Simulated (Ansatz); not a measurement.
**Two runs on AlAsH$_{6}$**

System: AlAsH$_{6}$.
Method of run 1: RKS SPW92/def2-TZVPP (Ansatz 0.2.0).

The geometry comes from this level: PBE0-D4/def2-TZVP. Text and figures count atoms from 1; the logs count them from 0 in places.

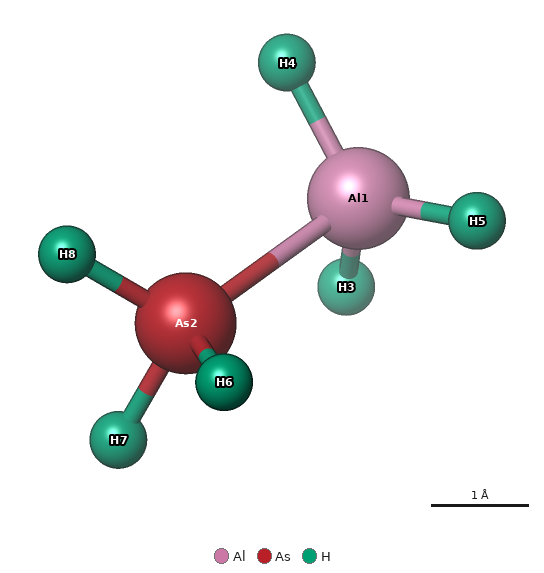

Fig. 1: The structure (ball-and-stick view, seen at a tilt; atoms are numbered from 1 in the order of the input). Sticks mark near contacts.

Input file, run 1:
```yaml
crystal:
  periodic: [false, false, false]
  atoms:
    - {symbol: Al, position_ang: [-0.535084, 0.191480, -1.434298]}
    - {symbol: As, position_ang: [0.405154, -0.150610, 1.019621]}
    - {symbol: H, position_ang: [0.205578, -1.062345, -2.086652]}
    - {symbol: H, position_ang: [-2.078854, 0.058678, -1.052870]}
    - {symbol: H, position_ang: [0.078112, 1.647620, -1.657882]}
    - {symbol: H, position_ang: [1.209587, 0.941585, 1.677832]}
    - {symbol: H, position_ang: [1.353117, -1.285252, 1.314977]}
    - {symbol: H, position_ang: [-0.545412, -0.398156, 2.163471]}
basis:
  gaussian: {orbitals: def2-TZVPP}
hamiltonian: {xc: lda}
output: {orbitals: {seedname: orbitals}}
```

Hardware: 2 CPU threads, shared host.

Output (run 1):
```
Functional definition: SPW92
  exchange = slater_x
  correlation = pw_c
996 factors; their error is unknown
mean field evaluation 1: about -67413.6068 eV, gradient 2.6e1 eV
mean field evaluation 2: about -67414.6142 eV, gradient 2.1e1 eV
mean field evaluation 4: about -67415.3009 eV, gradient 6.8e-1 eV
mean field evaluation 8: about -67415.2953 eV, gradient 1.5e-1 eV
mean field -67415.29527887 eV, -2477.4664057700 hartree, gradient 8.3e-5 eV, S^2 0.000000; 0 other end points of the search recorded, 0 dependent functions left out
reference -67415.29532517 eV, -2477.4664074715 hartree; 26, 26 occupied and 148, 148 virtual orbitals, 996 factors
Total energy: -67415.29532517 eV, -2477.4664074715 hartree
```

The input of run 2 differs as follows (lines with − go, lines with + come):
```diff
-hamiltonian: {xc: lda}
+hamiltonian: {xc: {name: revPBE}, dispersion: d4}
```

What does this change do to the results?

The total energies belong to different models, so their difference says nothing on which is more stable or more accurate. The HOMO goes from −6.64 to −6.59 eV. The LUMO goes from −1.38 to −1.16 eV.

Output (run 2):
```
Functional definition: revPBE
  parameter kappa = 1.245
  parameter beta = 0.06672455060314922
  exchange = pbe_x(kappa = kappa, mu = beta*pi^2/3)
  correlation = pbe_c(beta = beta)
996 factors; their error is unknown
mean field evaluation 1: about -67527.5570 eV, gradient 2.4e1 eV
mean field evaluation 2: about -67528.4032 eV, gradient 2.1e1 eV
mean field evaluation 4: about -67529.1293 eV, gradient 5.8e-1 eV
mean field evaluation 8: about -67529.1231 eV, gradient 1.6e-1 eV
mean field evaluation 16: about -67529.1232 eV, gradient 3.2e-5 eV
mean field -67529.12317644 eV, -2481.6495038504 hartree, gradient 3.2e-5 eV, S^2 0.000000; 0 other end points of the search recorded, 0 dependent functions left out
reference -67529.12323831 eV, -2481.6495061242 hartree; 26, 26 occupied and 148, 148 virtual orbitals, 996 factors
Total energy: -67529.48418920 eV, -2481.6627708246 hartree
```

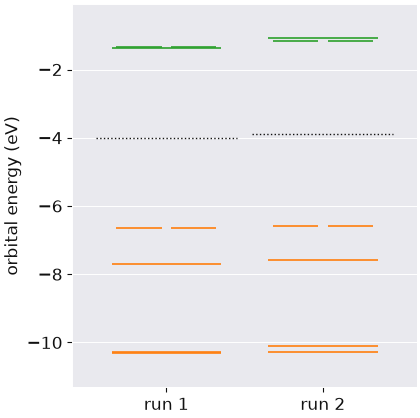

Fig. 2: The five highest filled and three lowest empty orbital energies of the two runs; the dotted lines part filled from empty levels. The HOMO–LUMO gap is 5.26 eV in run 1 and 5.44 eV in run 2.

The two runs side by side:

| quantity | run 1 | run 2 |
| --- | --- | --- |
| outcome | converged | converged |
| total energy (hartree) | −2477.466407 | −2481.662771 |
| HOMO (eV) | −6.64 | −6.59 |
| LUMO (eV) | −1.38 | −1.16 |
| basis functions | 174 | 174 |
| wall time (shared host) | 1.1 s | 1.9 s |
